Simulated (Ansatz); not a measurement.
**F3Ge (doublet): density, localisation and related maps**

```
atom    x (Å)    y (Å)    z (Å)
  Ge  -0.0039   0.0037   0.4982
   F   1.5910  -0.0315  -0.1535
   F  -0.7672   1.3907  -0.1822
   F  -0.8199  -1.3628  -0.1624
```

Geometry: r2SCAN-D4/def2-TZVPD.

Computed with UKS PBE0-D4/def2-TZVPD in Ansatz.

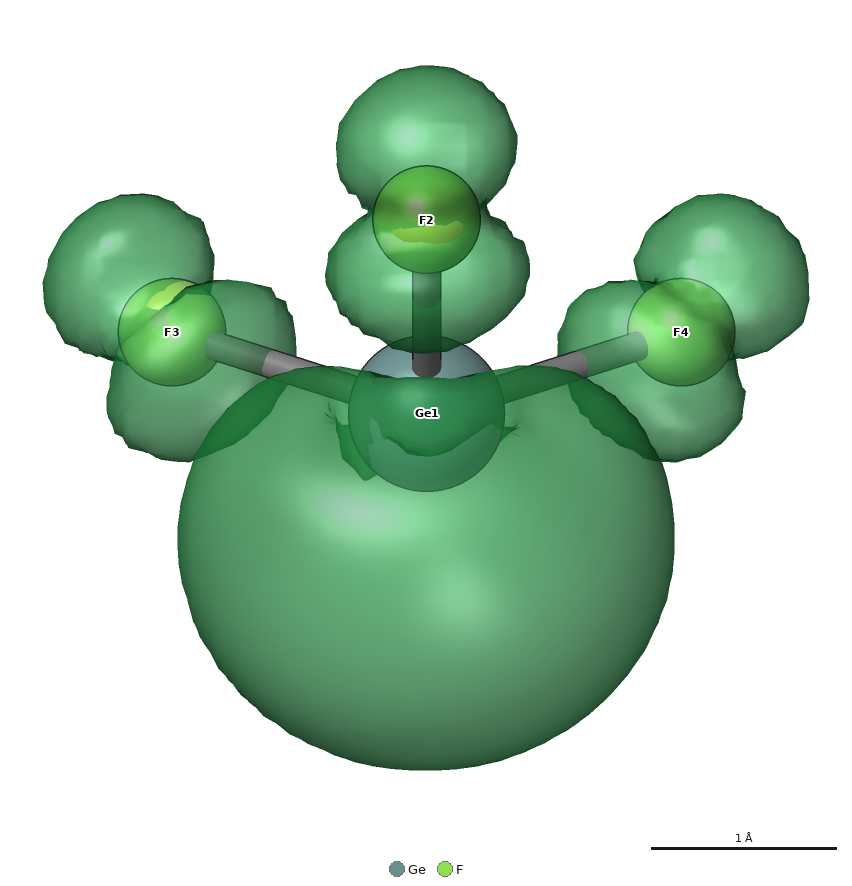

Figure 1. Isosurfaces of the spin density (α minus β) at +0.02 (green) and −0.02 e/Å³ (red), seen from one side.

**Where is the unpaired spin?**

The unpaired spin (1 electron) lies mostly on Ge1 (about 0.7), F2 (about 0.1), F3 (about 0.1) and F4 (about 0.1), in electrons by Hirshfeld's partition.

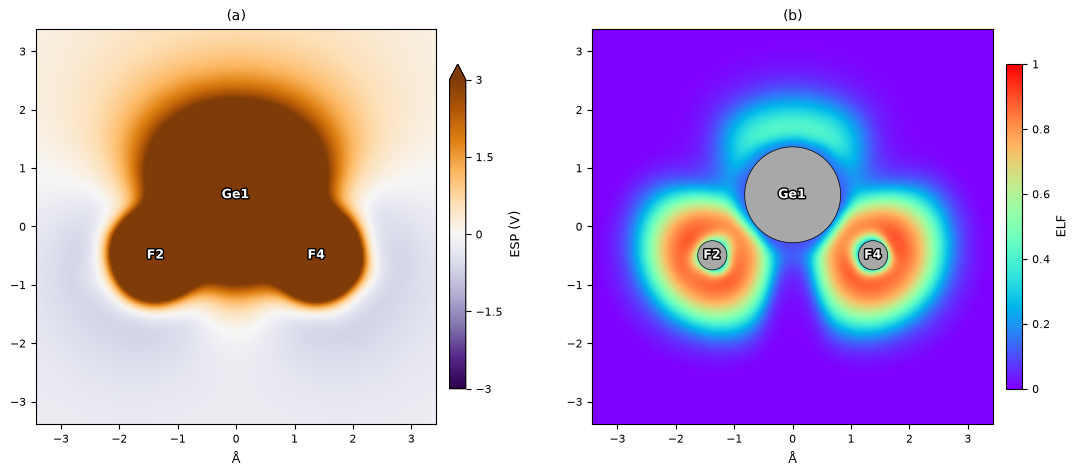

Figure 2. (a) molecular electrostatic potential; (b) electron localisation function on the plane of atoms F2, Ge1 and F4. Grey discs cover the atomic cores in the ELF map.

**What does the map show?**

The section cuts through Ge and F sites. Ge–F (1.72 Å): the ELF peaks at about 0.80 in the valence shell of F, 0.5 Å from its nucleus, and is about 0.25 at the midpoint. The ELF also peaks beside F2 and F4, away from the bonds: non-bonding electrons, paired or unpaired. Outside the dense part of the molecule the potential is most negative (−0.7 V) near F2 and F4.

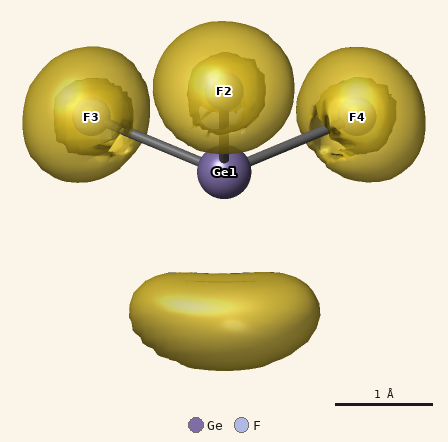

Figure 3. Isosurface of the electron localisation function at 0.8 (yellow), seen from one side. Core shells and regions of very low density are left out.

**Describe the localisation domains.**

The surface consists of one lobe on Ge, pointing away from the bonds (non-bonding electrons) and three regions wrapped around F (the valence shell of each).
